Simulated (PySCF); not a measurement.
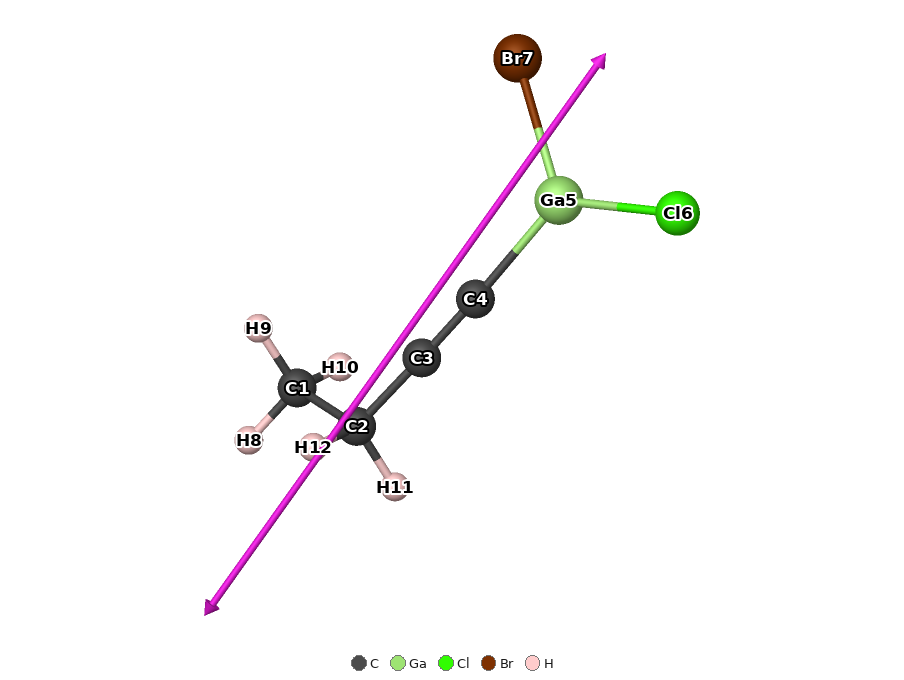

The double arrow shows the direction of the transition dipole to excited singlet state 2 (its length means nothing). The geometry was computed by an optimisation with GFN2-xTB. No frequency run is at hand to confirm it as a minimum. Level of theory: TDDFT PBE0/def2-SVPD, vertical, gas phase, core orbitals frozen in the response (PySCF 2.14.0).

How is the transition polarised?

Nearly parallel to the C4–Ga5 bond.

Give its energy, strength and character.

5.34 eV (232 nm), oscillator strength 0.10, mainly HOMO−1 → LUMO (weight 0.88); transition dipole 2.26 D.

The geometry is semi-empirical. Around Br, Ga such bond lengths and angles can be off by a tenth of an ångström or more and by several degrees, and values that hang on the shape move with them.
